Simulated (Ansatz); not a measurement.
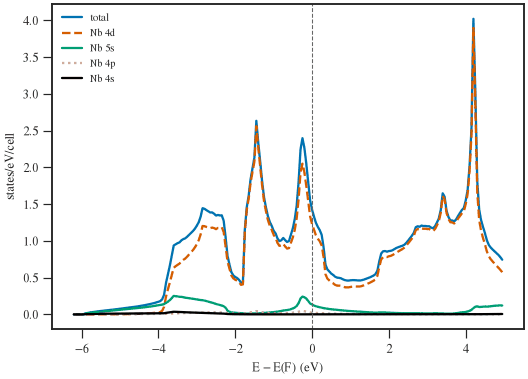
Figure: Total and projected density of states of Nb (bcc (W type), Im-3m), the program Ansatz at the PBE+D3(BJ) level (PAW)

Q: Which orbitals carry the states next to the Fermi level?

A: Within 0.5 eV of the Fermi level: Nb 4d 86 %, Nb 5s 9 %. Projections are on Löwdin-orthogonalised atomic valence shells; empty p or d shells of many metals are not among them.

Q: Where is the tallest occupied peak in this window, and what makes it?

A: Near -1.4 eV, about 2.6 states/eV per cell; the largest projected share is Nb 4d.

Symmetry was held in the PBE+D3(BJ) relaxation. No spin polarisation was allowed. The pairwise dispersion correction was not fitted to metals. Spin–orbit coupling is left out wherever it is not named.

Potentials: the later of the program's two PAW sets.
